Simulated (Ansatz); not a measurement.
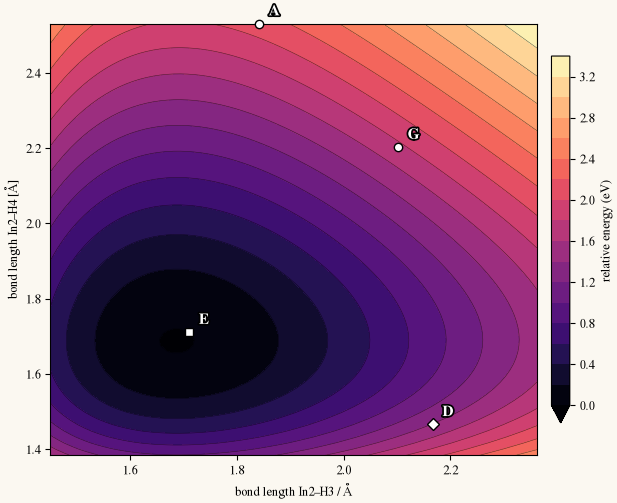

FH2In, SMILES [F][InH2]. 
- First axis: bond length In2–H3. Second axis: bond length In2–H4.
- Nothing is relaxed (all other coordinates rigid).
- The scan uses a 15 × 15 grid.
- Points are written as (first, second).
- Energies are in eV, from the lowest grid point.
- The restricted reference is unstable at some or all points, so the energies there are unreliable.
- Theory: Ansatz, RHF-MP2, frozen core/def2-TZVP.

The picture shows filled contours, lettered points. Between grid points the surface is interpolated.

Question: What kind of point is each of D, E, G: minimum, saddle, maximum or slope?

Answer: D: on a slope; E: minimum; G: on a slope. (In these two coordinates alone; a stationary point may lie a little off the grid point.)

Question: Rank the lettered points by energy, lowest first.

Answer: E (0.00 eV), D (1.41 eV), G (1.75 eV), A (2.10 eV).
